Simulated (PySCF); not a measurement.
```
atom    x (Å)    y (Å)    z (Å)
  Cl   2.9388  -0.8241   0.7376
   B   2.1816  -0.0063  -0.5982
   O   0.8865   0.2134  -0.6539
   C  -0.0793  -0.1446   0.2906
   C  -1.4326  -0.5227  -0.2311
   C  -1.2375   0.7903   0.4670
   H   2.8413   0.3677  -1.4892
   H   0.3212  -0.6632   1.1548
   H  -1.5673  -0.5049  -1.3011
   H  -1.9700  -1.3095   0.2745
   H  -1.2439   1.6837  -0.1371
   H  -1.6376   0.9195   1.4602
```

Geometry: GFN2-xTB.

These are results of PySCF 2.14.0, PBE0/pcSseg-1, SCF density, gas phase, non-relativistic, not measurements.

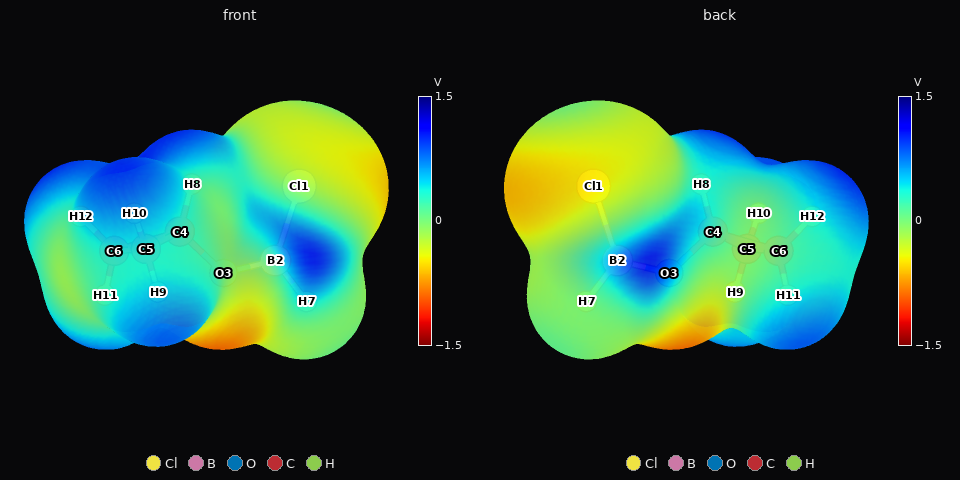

C3H6BClO (SMILES ClBOC1CC1). The electrostatic potential painted on the density surface at 0.002 e/bohr³, seen from the front and from behind; the colour scale runs from red (negative) to blue (positive).

### Which sites attract a positive test charge, and which a negative one?

A positive charge is drawn to the negative regions and a negative charge to the positive ones. The most negative region (about −0.8 V, or −18 kcal/mol for a unit charge) lies over O3, the most positive (about +1.1 V, or +25 kcal/mol for a unit charge) over B2, C4, C5 and C6.

### How polar is the molecule by this calculation?

Its dipole moment is 2.02 D.
